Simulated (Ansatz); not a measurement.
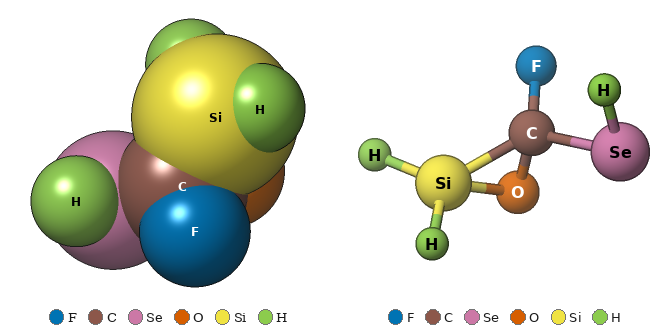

The same structure drawn twice, from different directions.

Question: Which formula does it have?

Answer: CH₃FOSeSi, 8 atoms: 1 carbon, 3 hydrogen, 1 fluorine, 1 oxygen, 1 selenium and 1 silicon.

Question: Count the bonded pairs by element.

Answer: 2 Si–H, 1 C–F, 1 C–Se, 1 C–O, 1 O–Si, 1 C–Si, 1 Se–H.

Question: Name functional groups in it.

Answer: Among them: C–F bond, Si–H bond, Si–O bond.

Question: Give the symmetry (Schoenflies symbol).

Answer: C1.

More results for the same structure follow; atom numbers are the same in all pictures, views and colours differ. The geometry was computed by an optimisation with PBE0-D4/def2-TZVP. No frequency run is at hand to confirm it as a minimum.

### Geometry

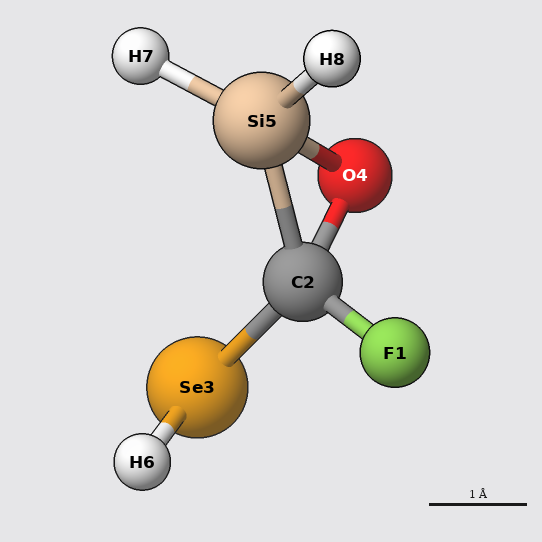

Atoms carry their numbers in the input. No frequency run is at hand to confirm it as a minimum.

Which atoms are bonded, and how long are the bonds?

```json
{"bond": "F1–C2", "length (Å)": "1.355", "order": "single"}
{"bond": "C2–Se3", "length (Å)": "1.943", "order": "single"}
{"bond": "C2–O4", "length (Å)": "1.409", "order": "single"}
{"bond": "C2–Si5", "length (Å)": "1.821", "order": "single"}
{"bond": "Se3–H6", "length (Å)": "1.468", "order": "single"}
{"bond": "O4–Si5", "length (Å)": "1.688", "order": "single"}
{"bond": "Si5–H7", "length (Å)": "1.476", "order": "single"}
{"bond": "Si5–H8", "length (Å)": "1.476", "order": "single"}
```

### Dipole moment

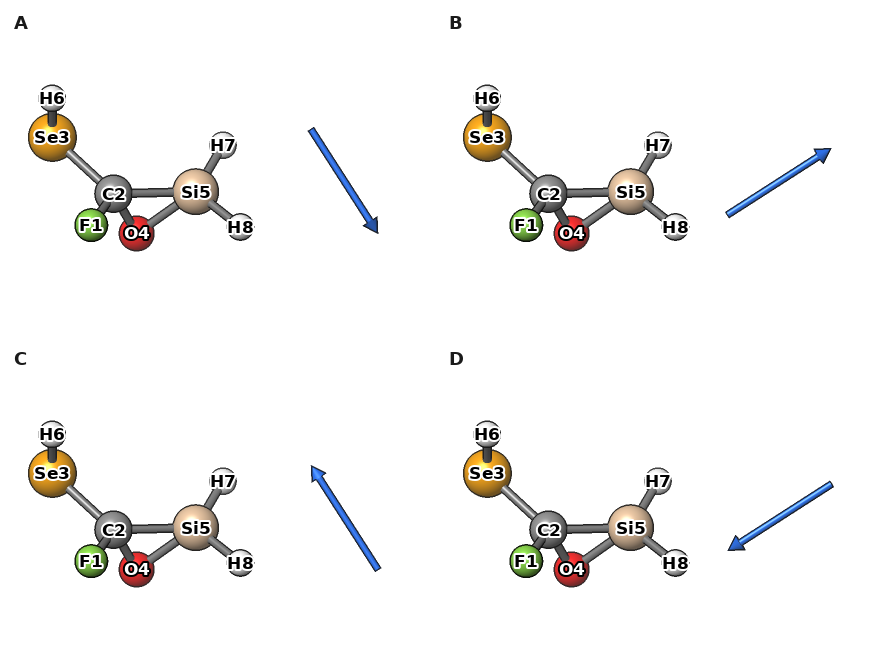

The same molecule four times, each with an arrow. No frequency run is at hand to confirm it as a minimum. Method: RKS PBE0-D4/def2-TZVP (Ansatz 0.2.0).

Question: Which arrow points along the dipole moment, from the negative to the positive end?

Answer: B. The dipole moment is 2.98 D; it points from the side of F1, Se3 to the side of H7 (the outermost atoms at the two ends).

### Levels of theory compared

No frequency run is at hand to confirm it as a minimum. Program: Ansatz 0.2.0.

At this fixed geometry, give HOMO–LUMO gap (eV), HOMO energy (eV) at these levels: B3LYP-D4/def2-TZVPP; PBE-D4/def2-TZVPP; PBE0-D4/def2-TZVPP; r2SCAN-D4/def2-TZVPP; ωB97M-V/def2-TZVPP; ωB97X-V/def2-TZVPP.

```json
{"level": "B3LYP-D4/def2-TZVPP", "HOMO–LUMO gap (eV)": "5.16", "HOMO energy (eV)": "−6.64"}
{"level": "PBE-D4/def2-TZVPP", "HOMO–LUMO gap (eV)": "3.65", "HOMO energy (eV)": "−5.72"}
{"level": "PBE0-D4/def2-TZVPP", "HOMO–LUMO gap (eV)": "5.60", "HOMO energy (eV)": "−6.86"}
{"level": "r2SCAN-D4/def2-TZVPP", "HOMO–LUMO gap (eV)": "4.11", "HOMO energy (eV)": "−5.96"}
{"level": "ωB97M-V/def2-TZVPP", "HOMO–LUMO gap (eV)": "9.55", "HOMO energy (eV)": "−9.01"}
{"level": "ωB97X-V/def2-TZVPP", "HOMO–LUMO gap (eV)": "9.93", "HOMO energy (eV)": "−9.14"}
```

### Charges

The questions are on Mulliken charges. No frequency run is at hand to confirm it as a minimum. Method: RKS ωB97M-V/def2-TZVPP (Ansatz 0.2.0).

List the Mulliken charges.

| atom | value (e) |
| --- | --- |
| F1 | −0.18 |
| C2 | 0.12 |
| Se3 | −0.04 |
| O4 | −0.35 |
| Si5 | 0.38 |
| H6 | 0.07 |
| H7 | 0.00 |
| H8 | 0.00 |

Mulliken values depend strongly on the basis set and can even reverse the polarity of a bond.
